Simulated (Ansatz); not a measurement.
Run report: CH₇GaSSi, single-point calculation

System: CH₇GaSSi, SMILES S[SiH2][CH2][GaH2].
Method: RKS B3LYP-D4/def2-TZVPP (Ansatz 0.2.0).

The geometry comes from this level: PBE0-D4/def2-TZVP. Figures and captions count atoms from 1; the log counts them from 0 in places.

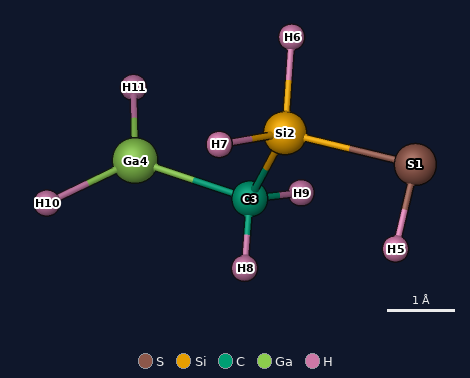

The input geometry (ball-and-stick view, seen at a tilt; atoms are numbered from 1 in the order of the input). Sticks mark near contacts.

## Summary

| quantity | value |
| --- | --- |
| outcome | converged |
| total energy | −72246.8717 eV |
| mean-field energy | −72246.4232 eV |
| dispersion energy | −0.4486 eV |
| SCF solution under orbital rotations | stable |
| HOMO | −7.04 eV |
| LUMO | −2.03 eV |
| largest force (length of the vector) | 0.262 eV/Å |
| dipole moment | 1.56 D |
| hardware | 4 threads of AMD EPYC, 15 GiB of memory available, shared host |
| wall time | 2.4 s (CPU time 8.6 s) |
| peak memory | 0.89 GiB |

## Input
```yaml
crystal:
  periodic: [false, false, false]
  atoms:
    - {symbol: S, position_ang: [-1.339217, 2.640012, 0.423698]}
    - {symbol: Si, position_ang: [0.131722, 1.080626, 0.417552]}
    - {symbol: C, position_ang: [-0.478056, -0.538628, -0.257996]}
    - {symbol: Ga, position_ang: [0.828589, -2.005601, -0.085125]}
    - {symbol: H, position_ang: [-1.489079, 2.653469, -0.911802]}
    - {symbol: H, position_ang: [0.503580, 0.960365, 1.851861]}
    - {symbol: H, position_ang: [1.330371, 1.517198, -0.348909]}
    - {symbol: H, position_ang: [-0.714732, -0.399250, -1.317663]}
    - {symbol: H, position_ang: [-1.394129, -0.807058, 0.276379]}
    - {symbol: H, position_ang: [1.865987, -2.262427, -1.235197]}
    - {symbol: H, position_ang: [0.820366, -2.895706, 1.207704]}
basis:
  gaussian: {orbitals: def2-TZVPP}
hamiltonian: {xc: {name: B3LYP}, dispersion: d4}
output: {forces: true, orbitals: {seedname: orbitals}}
```

Launch command:
```bash
ansatz run in.yaml --threads 4 --pin off --events-out ev --progress --plain --max-ram 10444MiB
```

## The program's output
```
Functional definition: B3LYP
  name "B3LYP"
  cite "Stephens, Devlin, Chabalowski & Frisch, J. Phys. Chem. 98, 11623 (1994) doi:10.1021/j100096a001"
  cite "Becke, Phys. Rev. A 38, 3098 (1988) doi:10.1103/PhysRevA.38.3098"
  cite "Lee, Yang & Parr, Phys. Rev. B 37, 785 (1988) doi:10.1103/PhysRevB.37.785"
  cite "Vosko, Wilk & Nusair, Can. J. Phys. 58, 1200 (1980) doi:10.1139/p80-159"
  parameter a0 = 0.2
  parameter ax = 0.72
  parameter ac = 0.81
  exchange = (1 - a0 - ax)*slater_x + ax*b88_x + a0*exact_x
  correlation = (1 - ac)*vwn_rpa_c + ac*lyp_c
1583 factors; their error is unknown
mean field evaluation 1: about -72237.7880 eV, gradient 6.4e1 eV
mean field evaluation 2: about -72226.5602 eV, gradient 8.8e1 eV
mean field evaluation 4: about -72246.2170 eV, gradient 4.4e0 eV
mean field evaluation 8: about -72246.2630 eV, gradient 7.0e-2 eV
mean field evaluation 16: about -72246.4229 eV, gradient 1.2e-4 eV
mean field -72246.42285344 eV, -2655.0070694799 hartree, gradient 2.8e-5 eV, S^2 0.000000; 0 other end points of the search recorded, 0 dependent functions left out
the calculation of the forces begins
reference -72246.42316608 eV, -2655.0070809689 hartree; 37, 37 occupied and 224, 224 virtual orbitals, 1583 factors
Total energy: -72246.87172106 eV, -2655.0235650605 hartree
Atom 0 at    -1.339217     2.640012     0.423698 Å, force    -0.111456     0.115470    -0.027957 eV/Å
Atom 1 at     0.131722     1.080626     0.417552 Å, force     0.244478     0.002126     0.094834 eV/Å
Atom 2 at    -0.478056    -0.538628    -0.257996 Å, force    -0.175498     0.061169    -0.056101 eV/Å
Atom 3 at     0.828589    -2.005601    -0.085125 Å, force     0.105301    -0.154805     0.003658 eV/Å
Atom 4 at    -1.489079     2.653469    -0.911802 Å, force    -0.021669     0.021700     0.006832 eV/Å
Atom 5 at     0.503580     0.960365     1.851861 Å, force    -0.017833    -0.001064    -0.092133 eV/Å
Atom 6 at     1.330371     1.517198    -0.348909 Å, force    -0.074139    -0.036234     0.051907 eV/Å
Atom 7 at    -0.714732    -0.399250    -1.317663 Å, force    -0.002960    -0.019699     0.066954 eV/Å
Atom 8 at    -1.394129    -0.807058     0.276379 Å, force     0.050685     0.006643    -0.051790 eV/Å
Atom 9 at     1.865987    -2.262427    -1.235197 Å, force    -0.004443    -0.001019     0.015817 eV/Å
Atom 10 at     0.820366    -2.895706     1.207704 Å, force     0.007535     0.005713    -0.012021 eV/Å
Dipole moment:    -0.062611    -0.211437    -0.239478 e Å
```

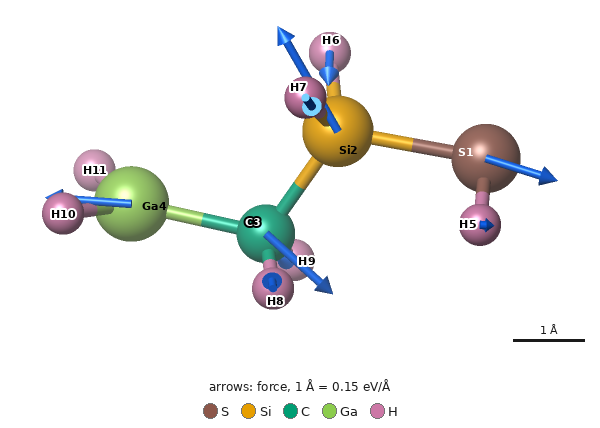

Forces on the atoms as blue arrows (ball-and-stick view, seen at a tilt; atoms are numbered from 1 in the order of the input); the smallest are left out. The largest act on Si2 (0.26 eV/Å); C3 (0.19 eV/Å); Ga4 (0.19 eV/Å); S1 (0.16 eV/Å), among others. The geometry is not a stationary point of this energy.

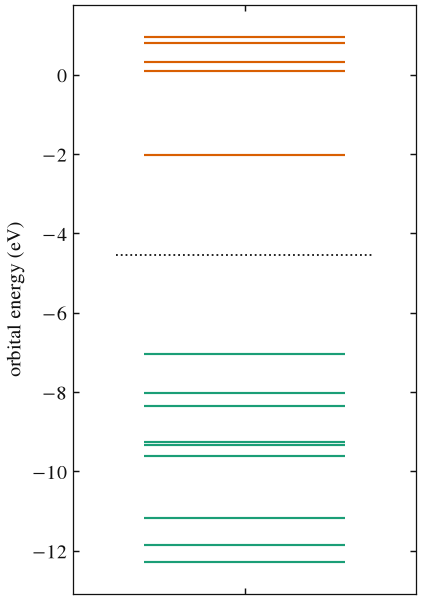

Orbital energies near the frontier; the dotted line parts filled from empty levels, and levels within 0.02 eV of each other stand side by side. Highest filled −7.04 eV, lowest empty −2.03 eV, 5.01 eV apart.

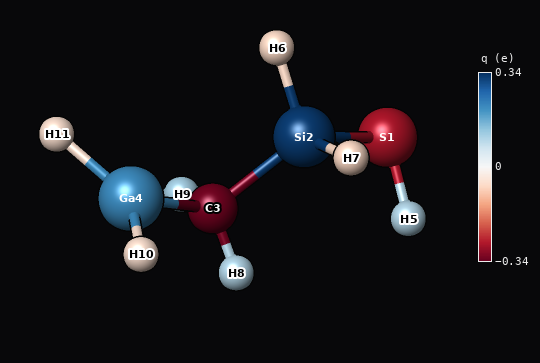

Mulliken charges, as the colour of each atom (ball-and-stick view, seen at a tilt; atoms are numbered from 1 in the order of the input; Mulliken charges depend strongly on the basis). By element: S −0.27, Si +0.32, C −0.33, Ga +0.21 and H −0.07 to +0.11 e.
